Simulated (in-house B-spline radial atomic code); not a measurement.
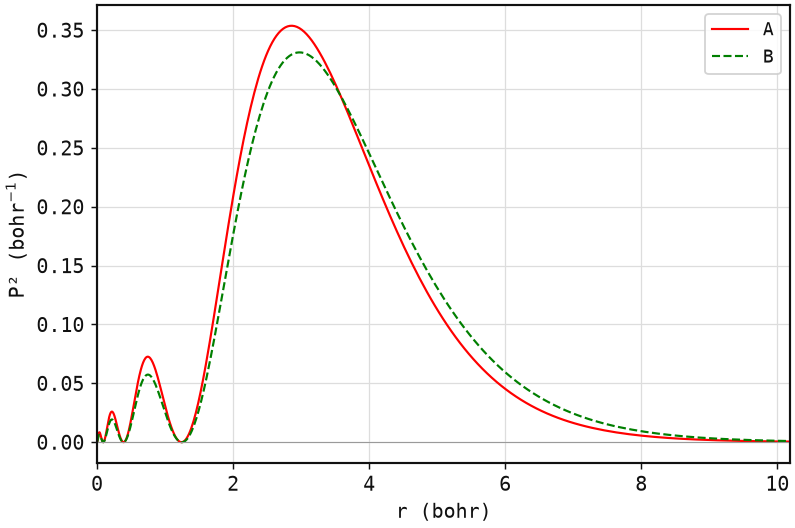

Atomic titanium (Ti) in [Ar] 3d2 4s2 (high spin) was computed by two methods: BP86; Hartree-Fock. Both runs are scalar-relativistic, spin-polarised and spherical. Computed with an in-house B-spline radial code.

The plot shows P² of the 4s up orbital in both runs.

### Assign A and B.

A is BP86 (⟨r⟩ = 3.44 bohr, eigenvalue −4.81 eV); B is Hartree-Fock (⟨r⟩ = 3.64 bohr, eigenvalue −6.40 eV).
